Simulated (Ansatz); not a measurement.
## Appearance energy of a fragment ion: C3H9BO → [C3H7]+ + BH(OH) + e⁻

Species: C3H9BO `CC(C)BO`, singlet; [C3H7]+ `C[CH+]C`, singlet; BH(OH), doublet. 

Shapes, held fixed at every level: PBE0-D4/def2-TZVP. Flexible molecules stand in one conformer, not always the lowest. Programs: Ansatz 0.2.0. Electronic energies: no zero-point or thermal term.

```tsv
level	kind	ΔE (eV)	less CCSD(T)/CBS estimate
HF/def2-SVP	Hartree–Fock	+10.23	-1.62
r2SCAN-D4/def2-TZVPP	meta-GGA	+11.39	-0.46
PBE0-D4/def2-TZVPP	global hybrid	+11.57	-0.28
wB97M-V/def2-TZVPP	range-separated hybrid	+11.64	-0.21
wB97X-V/def2-TZVPP	range-separated hybrid	+11.67	-0.18
MP2/def2-SVP	perturbation theory	+11.69	-0.16
CCSD/def2-TZVPP	coupled cluster or CI	+11.64	-0.21
CCSD(T)/CBS estimate	coupled cluster or CI	+11.85	0.00
```

The highest level, CCSD(T)/CBS estimate, gives ΔE = +11.85 eV; the levels span +10.23 to +11.85. The column of differences is taken from that level and isn't an error. No measured value is set beside it here. Open shells run unrestricted unless RO is named. The CBS estimate extrapolates MP2 from def2-TZVPP and def2-QZVPP and adds CCSD(T) − MP2 in the triple-zeta set, cores frozen. The onset seen in experiment also holds zero-point changes and kinetic shifts.

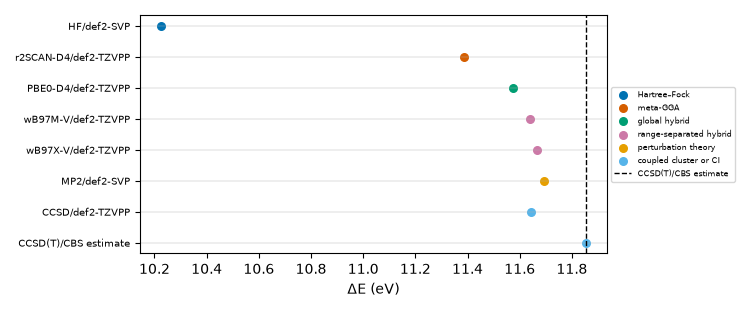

The values of the table, level by level.
